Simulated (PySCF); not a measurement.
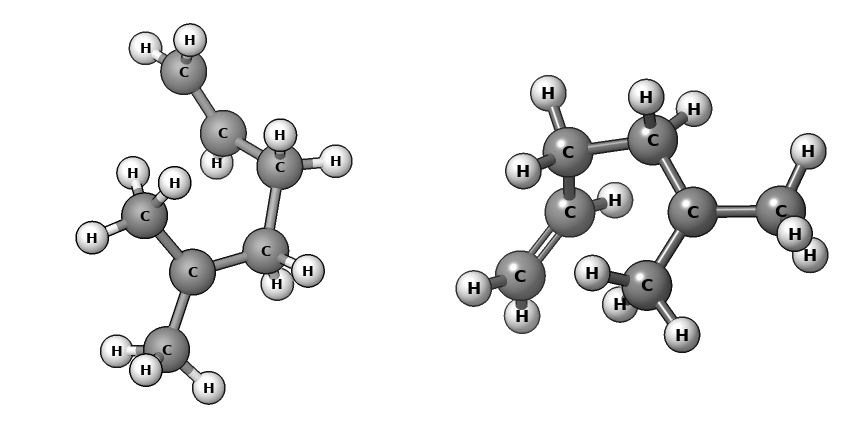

Two views of one molecule.

Charge +1, singlet. The geometry was computed by an optimisation with GFN2-xTB. No frequency run is at hand to confirm it as a minimum.

What does the picture show?

The species is C7H13(+). As SMILES it reads `C=CCC[C+](C)C`. It has no ring. Among its groups: alkene. This geometry has C1 symmetry. Coordination: 3 C trigonal planar; 4 C tetrahedral.

The parts below concern this one geometry. Atoms keep their numbers from picture to picture.

### Shape

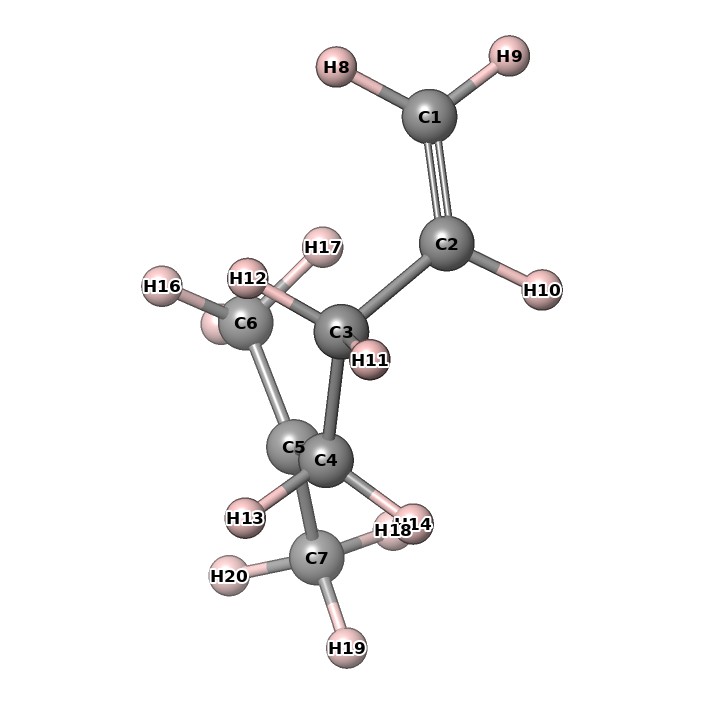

C5 lies behind C4. The molecule seen a little off the C4–C5 bond, C4 in front. Distant atoms are faded towards the background colour. No frequency run is at hand to confirm it as a minimum.

What is the torsion angle C3–C4–C5–C6? The sign is positive where the front bond must turn clockwise to cover the back bond.

Answer. −16°, synperiplanar.

### Electronic properties

No frequency run is at hand to confirm it as a minimum. Method: PBE0/def2-SVPD, gas phase (PySCF 2.14.0). Excitations: vertical, linear response.

Estimate the mean static polarisability.

Answer. 82.3 bohr³.

Give the lowest vertical singlet excitation at this level.

Answer. 2.56 eV.

What is the HOMO energy (Kohn–Sham orbital)?

Answer. −11.62 eV.

Give the LUMO energy (Kohn–Sham orbital) at this level.

Answer. −8.11 eV.

### NMR shielding

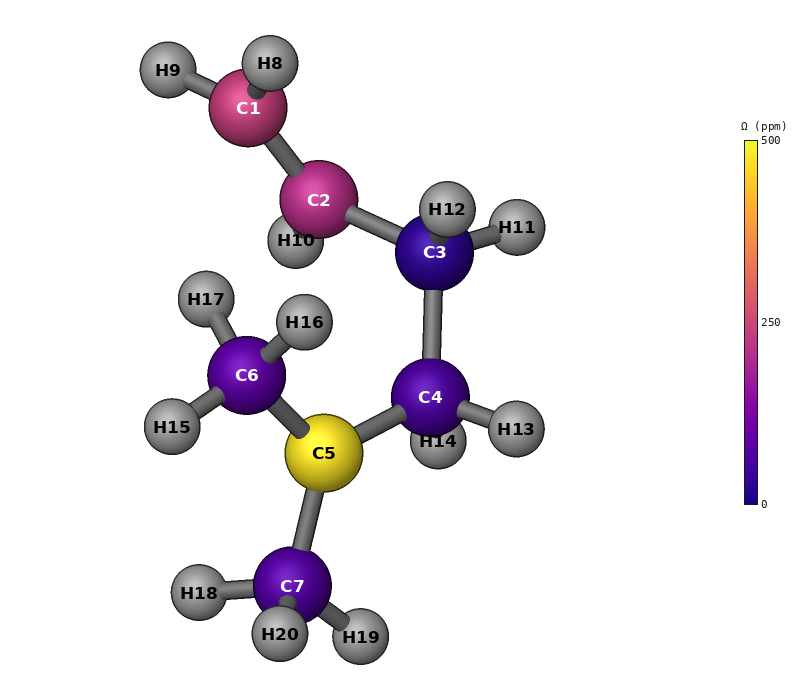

The C atoms are coloured by the span of their shielding tensor. No frequency run is at hand to confirm it as a minimum. Method: GIAO PBE0/pcSseg-1 NMR shielding, non-relativistic, gas phase (PySCF 2.14.0). Principal shieldings σ11 ≤ σ22 ≤ σ33, span Ω = σ33 − σ11, skew κ = 3(σiso − σ22)/Ω.

Which C atom has the most anisotropic shielding?

Answer. C5, with a span of 473 ppm.

Give the shielding tensors of the C atoms.

| atom | σ11 | σ22 | σ33 | σiso | Ω | κ |
| --- | --- | --- | --- | --- | --- | --- |
| C1 | −79.5 | 53.8 | 160.7 | 45.0 | 240.2 | −0.11 |
| C2 | −57.7 | 44.3 | 156.4 | 47.7 | 214.0 | 0.05 |
| C3 | 138.0 | 147.4 | 168.3 | 151.3 | 30.3 | 0.38 |
| C4 | 90.5 | 120.7 | 154.5 | 121.9 | 64.0 | 0.06 |
| C5 | −316.7 | −300.3 | 156.1 | −153.6 | 472.8 | 0.93 |
| C6 | 81.7 | 143.4 | 166.4 | 130.5 | 84.7 | −0.46 |
| C7 | 95.1 | 145.5 | 168.9 | 136.5 | 73.8 | −0.36 |

Shieldings and span in ppm.

### Charges

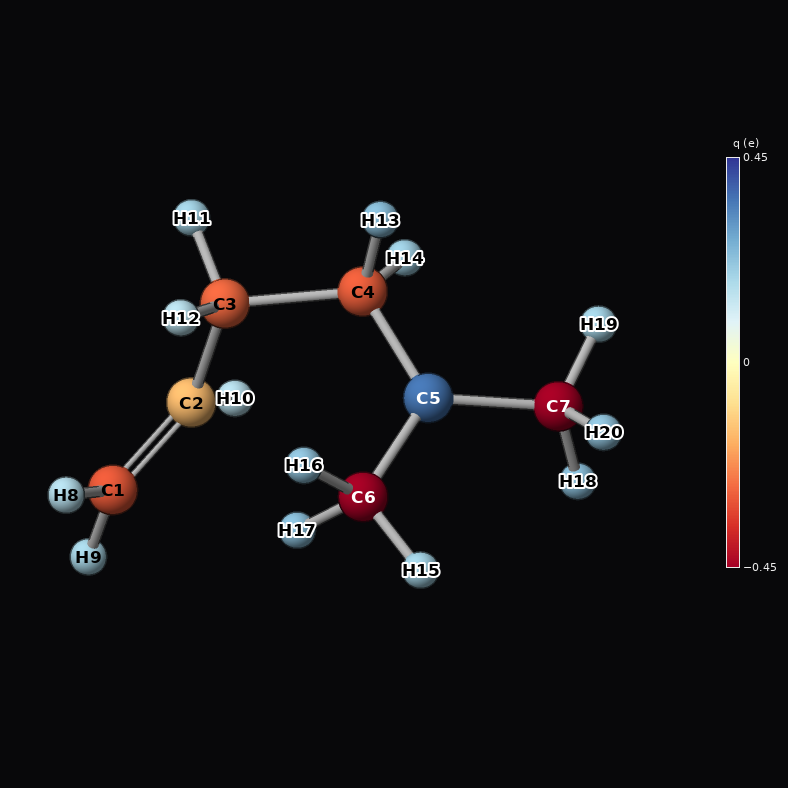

Atoms are coloured by their IAO charges. No frequency run is at hand to confirm it as a minimum. Method: PBE0/pcSseg-1, gas phase (PySCF 2.14.0).

List the IAO charges.

```json
{"atom": "C1", "value (e)": "−0.29"}
{"atom": "C2", "value (e)": "−0.15"}
{"atom": "C3", "value (e)": "−0.27"}
{"atom": "C4", "value (e)": "−0.29"}
{"atom": "C5", "value (e)": "0.35"}
{"atom": "C6", "value (e)": "−0.44"}
{"atom": "C7", "value (e)": "−0.45"}
{"atom": "H8", "value (e)": "0.16"}
{"atom": "H9", "value (e)": "0.18"}
{"atom": "H10", "value (e)": "0.16"}
{"atom": "H11", "value (e)": "0.19"}
{"atom": "H12", "value (e)": "0.15"}
{"atom": "H13", "value (e)": "0.23"}
{"atom": "H14", "value (e)": "0.20"}
{"atom": "H15", "value (e)": "0.19"}
{"atom": "H16", "value (e)": "0.22"}
{"atom": "H17", "value (e)": "0.23"}
{"atom": "H18", "value (e)": "0.23"}
{"atom": "H19", "value (e)": "0.19"}
{"atom": "H20", "value (e)": "0.22"}
```
